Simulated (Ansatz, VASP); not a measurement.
**MnS: VASP beside Ansatz**

Aim: how closely do two programs agree when they are given the same cell, functional and k mesh? The cell is taken from a series of VASP runs on this material, whose earlier steps may have relaxed, scaled or displaced it; both programs get it as it stands. Valence electrons are named where the data sets of a main pair hold unlike numbers.

Calculated with Ansatz 0.2.0; plane waves, with VASP 6.6.1 beside it; band structure at revPBE and single point at revPBE.

### 1. Starting point

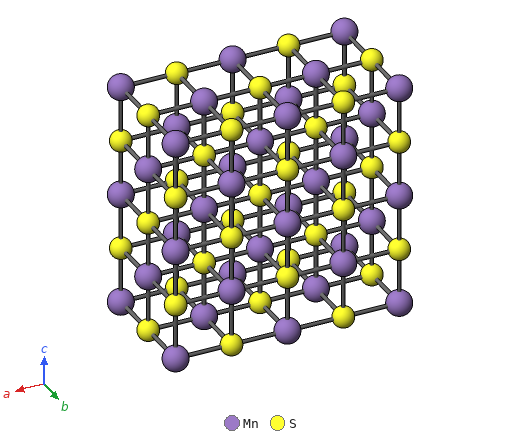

The cell as given, from a free direction (manganese light purple, sulfur yellow). 2×1×2 cells are drawn. This picture shows the conventional cell, with its axes. Some periodic images of atoms are drawn too.

Structure file:

```cif
data_structure
_symmetry_space_group_name_H-M 'Fm-3m'
_symmetry_Int_Tables_number 225
_cell_length_a 5.1716
_cell_length_b 5.1716
_cell_length_c 5.1716
_cell_angle_alpha 90.000
_cell_angle_beta 90.000
_cell_angle_gamma 90.000
_cell_volume 138.31
loop_
_atom_site_label
_atom_site_type_symbol
_atom_site_symmetry_multiplicity
_atom_site_Wyckoff_symbol
_atom_site_fract_x
_atom_site_fract_y
_atom_site_fract_z
_atom_site_occupancy
Mn1 Mn 4 a 0.00000 0.00000 0.00000 1
S1 S 4 b 0.50000 0.00000 0.00000 1
```

### 2. VASP: band structure, revPBE

With cell and atoms fixed, the geometry can't cause a difference; cores, projectors, grids and the points listed under the comparison can.

Lines of VASP's logs that name or quote its potential files are left out, and so is its time.

INCAR

```
SYSTEM = MnS
PREC = Accurate
ENCUT = 400
EDIFF = 1E-06
NELM = 100
ISMEAR = 0
SIGMA = 0.05
LREAL = .FALSE.
ALGO = Normal
GGA = RE
ISPIN = 2
MAGMOM = 4.242 0.093
LMAXMIX = 4
LORBIT = 11
LWAVE = .FALSE.
LCHARG = .FALSE.
```

POSCAR

```
MnS
1.0
    0.0000000000      2.5857884300      2.5857884300
    2.5857884300      0.0000000000      2.5857884300
    2.5857884300      2.5857884300      0.0000000000
Mn S
1 1
Direct
    0.0000000000      0.0000000000      0.0000000000
    0.5000000000      0.5000000000      0.5000000000
```

KPOINTS

```
Automatic mesh
0
Gamma
8 8 8
0 0 0
```

KPOINTS_OPT

```
Line mode
16
Line-mode
Reciprocal
  0.00000000   0.00000000   0.00000000 GAMMA
  0.50000000   0.00000000   0.50000000 X

  0.50000000   0.00000000   0.50000000 X
  0.50000000   0.25000000   0.75000000 W

  0.50000000   0.25000000   0.75000000 W
  0.37500000   0.37500000   0.75000000 K

  0.37500000   0.37500000   0.75000000 K
  0.00000000   0.00000000   0.00000000 GAMMA

  0.00000000   0.00000000   0.00000000 GAMMA
  0.50000000   0.50000000   0.50000000 L

  0.50000000   0.50000000   0.50000000 L
  0.62500000   0.25000000   0.62500000 U

  0.62500000   0.25000000   0.62500000 U
  0.50000000   0.25000000   0.75000000 W

  0.50000000   0.25000000   0.75000000 W
  0.50000000   0.50000000   0.50000000 L

  0.50000000   0.50000000   0.50000000 L
  0.37500000   0.37500000   0.75000000 K

  0.62500000   0.25000000   0.62500000 U
  0.50000000   0.00000000   0.50000000 X
```

PAW data sets: Mn_pv and S (PBE family, release 64).

The run is started by

```bash
mpirun -np 1 vasp_std
```

Numbers of over 12 decimals in the logs are rounded to 6 here.

What it wrote:

```text
[banner, memory and clock lines left out]
running    1 mpi-ranks, on    1 nodes
 distrk:  each k-point on    1 cores,    1 groups
 distr:  one band on    1 cores,    1 groups

 POSCAR found type information on POSCAR MnS
 POSCAR found :  2 types and       2 ions
|                                                                             |
|               ----> ADVICE to this user running VASP <----                  |
|                                                                             |
|     You enforced a specific xc type in the INCAR file but a different       |
|     [... a line on the potential file left out ...]
|     I HOPE YOU KNOW WHAT YOU ARE DOING!                                     |
|                                                                             |

 LDA part: xc-table for (Slater+PW92), standard interpolation
 POSCAR, INCAR and KPOINTS ok, starting setup
 FFT: planning ... GRIDC
 FFT: planning ... GRID_SOFT
 FFT: planning ... GRID
 WAVECAR not read
 entering main loop
       N       E                     dE             d eps       ncg     rms          rms(c)
DAV:   1     0.119994490165E+03    0.11999E+03   -0.95106E+03  1820   0.109E+03
DAV:   2    -0.932533153772E+01   -0.12932E+03   -0.12418E+03  1915   0.304E+02
DAV:   3    -0.145690666449E+02   -0.52437E+01   -0.52150E+01  2104   0.692E+01
DAV:   4    -0.146322653877E+02   -0.63199E-01   -0.63191E-01  2055   0.783E+00
DAV:   5    -0.146335229922E+02   -0.12576E-02   -0.12576E-02  2244   0.112E+00    0.119E+01
DAV:   6    -0.135362287832E+02    0.10973E+01   -0.78727E+00  1832   0.350E+01    0.109E+01
DAV:   7    -0.135350685547E+02    0.11602E-02   -0.80862E-01  1792   0.127E+01    0.636E+00
DAV:   8    -0.135436927102E+02   -0.86242E-02   -0.51871E-02  2048   0.237E+00    0.327E+00
DAV:   9    -0.135402336773E+02    0.34590E-02   -0.10528E-02  1908   0.135E+00    0.245E-01
DAV:  10    -0.135407718254E+02   -0.53815E-03   -0.21935E-03  2007   0.418E-01    0.140E-01
DAV:  11    -0.135408342669E+02   -0.62442E-04   -0.16746E-04  1938   0.139E-01    0.969E-02
DAV:  12    -0.135408726604E+02   -0.38394E-04   -0.64139E-05  1950   0.622E-02    0.687E-02
DAV:  13    -0.135408828998E+02   -0.10239E-04   -0.13857E-05  2124   0.353E-02    0.308E-02
DAV:  14    -0.135408836483E+02   -0.74846E-06   -0.11287E-05  1831   0.390E-02    0.806E-03
DAV:  15    -0.135408849991E+02   -0.13508E-05   -0.11022E-06  1496   0.795E-03    0.185E-03
DAV:  16    -0.135408849869E+02    0.12147E-07   -0.53998E-08   975   0.199E-03
   1 F= -.13540885E+02 E0= -.13540528E+02  d E =-.713511E-03  mag=     4.6734
 Start KPOINTS_OPT (optional k-point list driver)
k-point batch [1-29\160]
       N       E                     dE             ncg
DAV:   1    -0.280990539408E+04   -0.16677E+05     1843
DAV:   2    -0.624108615193E+04   -0.34312E+04     1922
DAV:   3    -0.636451794970E+04   -0.12343E+03     2160
DAV:   4    -0.636601244924E+04   -0.14945E+01     2293
DAV:   5    -0.636604528715E+04   -0.32838E-01     2189
DAV:   6    -0.636604631541E+04   -0.10283E-02     2293
DAV:   7    -0.636604635508E+04   -0.39672E-04     2215
DAV:   8    -0.636604635657E+04   -0.14860E-05     1815
DAV:   9    -0.636604635679E+04   -0.22303E-06     1591
[...]
k-point batch [146-160\160]
       N       E                     dE             ncg
DAV:   1     0.684970866182E+04   -0.11286E+05      948
DAV:   2     0.511851528192E+04   -0.17312E+04      970
DAV:   3     0.505254979154E+04   -0.65965E+02     1215
DAV:   4     0.505179448636E+04   -0.75531E+00     1124
DAV:   5     0.505177938983E+04   -0.15097E-01     1188
DAV:   6     0.505177896491E+04   -0.42492E-03     1180
DAV:   7     0.505177894953E+04   -0.15383E-04     1159
DAV:   8     0.505177894901E+04   -0.51560E-06      919
```

From OUTCAR (step 2):

```text
ion  position               nearest neighbor table
   1  0.000  0.000  0.000-   2 2.59   2 2.59   2 2.59   2 2.59   2 2.59   2 2.59
   2  0.500  0.500  0.500-   1 2.59   1 2.59   1 2.59   1 2.59   1 2.59   1 2.59

  LATTYP: Found a face centered cubic cell.
 ALAT       =     5.1715768600

 Subroutine GETGRP returns: Found 48 space group operations
 (whereof 48 operations were pure point group operations)

The static configuration has the point symmetry O_h .

 Found     29 irreducible k-points:

   k-points           NKPTS =     29   k-points in BZ     NKDIM =     29   number of bands    NBANDS=     15

   dimension x,y,z NGX =    24 NGY =   24 NGZ =   24
   dimension x,y,z NGXF=    48 NGYF=   48 NGZF=   48

   ENCUT  =  400.0 eV  29.40 Ry    5.42 a.u.   5.96  5.96  5.96*2*pi/ulx,y,z

   NELECT =      19.0000    total number of electrons

 k-points in reciprocal lattice and weights: Automatic mesh
   0.00000000  0.00000000  0.00000000       0.002
   0.12500000  0.00000000  0.00000000       0.016
   0.25000000  0.00000000  0.00000000       0.016
   0.37500000  0.00000000  0.00000000       0.016
   0.50000000  0.00000000  0.00000000       0.008
   0.12500000  0.12500000  0.00000000       0.012
   0.25000000  0.12500000  0.00000000       0.047
   0.37500000  0.12500000  0.00000000       0.047
   0.50000000  0.12500000  0.00000000       0.047
[...]
-0.37500000  0.50000000  0.12500000       0.023
  -0.25000000  0.50000000  0.25000000       0.012

 average (electrostatic) potential at core
       1 -68.3792       2 -85.1117

 E-fermi :   7.0475

 spin component 1
 k-point     1 :       0.0000    0.0000    0.0000
  band No.  band energies     occupation
    ...
      8       3.6444      1.00000
      9       3.6444      1.00000
     10       5.0617      1.00000
     11       5.0617      1.00000
     12       5.0617      1.00000
     13       8.8909      0.00000
     14      15.5825      0.00000
     15      15.5825      0.00000

 k-point     2 :       0.1250    0.0000    0.0000
  band No.  band energies     occupation
    ...
      8       3.6361      1.00000
      9       3.6361      1.00000
     10       4.5175      1.00000
     11       5.5750      1.00000
     12       5.5750      1.00000
     13       9.8081      0.00000
     14      14.4891      0.00000
     15      15.4526      0.00000

 k-point     3 :       0.2500    0.0000    0.0000
  band No.  band energies     occupation
    ...
      8       3.8151      1.00000
      9       3.8151      1.00000
     10       4.3209      1.00000
     11       6.4133      1.00000
     12       6.4133      1.00000
     13      10.6654      0.00000
     14      14.0194      0.00000
     15      14.1860      0.00000

 k-point     4 :       0.3750    0.0000    0.0000
  band No.  band energies     occupation
    ...
      6       2.1518      1.00000
      7       2.1518      1.00000
      8       4.0066      1.00000
      9       4.0066      1.00000
     10       4.4128      1.00000
     11       7.1169      0.02482
     12       7.1169      0.02482
     13      10.1752      0.00000
     14      12.8916      0.00000
     15      12.8916      0.00000

 k-point     5 :       0.5000    0.0000    0.0000
  band No.  band energies     occupation
    ...
      6       2.0025      1.00000
      7       2.0025      1.00000
      8       4.0894      1.00000
      9       4.0895      1.00000
     10       4.4808      1.00000
     11       7.4120      0.00000
     12       7.4120      0.00000
     13       9.8321      0.00000
     14      12.3734      0.00000
     15      12.3734      0.00000

 k-point     6 :       0.1250    0.1250    0.0000
  band No.  band energies     occupation
    ...
      8       3.4696      1.00000
      9       3.6818      1.00000
     10       5.1135      1.00000
     11       5.1135      1.00000
     12       5.2595      1.00000
     13      10.2344      0.00000
     14      14.4529      0.00000
     15      15.1134      0.00000

  Total       -0.0128206     -0.0128206     -0.0128206      0.0000000     -0.0000000     -0.0000000
  in kB       -0.5940300     -0.5940300     -0.5940300      0.0000000     -0.0000000     -0.0000000
  external PRESSURE =      -0.5940300 kB  Pullay stress =       0.0000000 kB

  energy-cutoff  :      400.00
  volume of cell :       34.58
      direct lattice vectors                 reciprocal lattice vectors
     0.000000000  2.585788430  2.585788430    -0.193364621  0.193364621  0.193364621
     2.585788430  0.000000000  2.585788430     0.193364621 -0.193364621  0.193364621
     2.585788430  2.585788430  0.000000000     0.193364621  0.193364621 -0.193364621

 POSITION                                       TOTAL-FORCE (eV/Angst)
 -----------------------------------------------------------------------------------
      0.00000      0.00000      0.00000         0.000000     -0.000000     -0.000000
      2.58579      2.58579      2.58579        -0.000000      0.000000      0.000000
 -----------------------------------------------------------------------------------
    total drift:                                0.000000     -0.000000     -0.000000

  FREE ENERGIE OF THE ION-ELECTRON SYSTEM (eV)
  ---------------------------------------------------
  free  energy   TOTEN  =       -13.5408849869 eV

  energy  without entropy=      -13.5401714758  energy(sigma->0) =      -13.54052823

 total charge
# of ion       s       p       d       tot
------------------------------------------
    1        0.215   6.168   4.931  11.314
    2        1.330   2.416   0.000   3.745
--------------------------------------------------
tot          1.544   8.584   4.931  15.059

 magnetization (x)
# of ion       s       p       d       tot
------------------------------------------
    1        0.052   0.041   4.149   4.242
    2        0.026   0.066   0.000   0.093
--------------------------------------------------
tot          0.078   0.107   4.149   4.334

[... 6 further parts left out ...]
```

The cell holds one magnetic atom, so no antiferromagnetic order fits into it. Experiment finds antiferromagnetic order in this phase (below 150 K, arxiv:1108.4537), so this ferromagnetic run describes another state. LASPH is off, so gradient terms of the non-spherical density inside the spheres are left out; for open d or f shells this can shift gaps and moments.

(Part 1 of 2 ends here.)

[Lines on the potential files, build, host, timing and source positions are cut from VASP's logs without a mark.]

[Logs are printed without paths, hosts, clocks, repeated set-up lines and the standing remarks that a program may print on its own settings, such as how far it seeks lower states.]

[Hosts, paths, dates, database ids (printed as entryN), source tags and the programs' standing remarks are cut or masked in the printed files.]
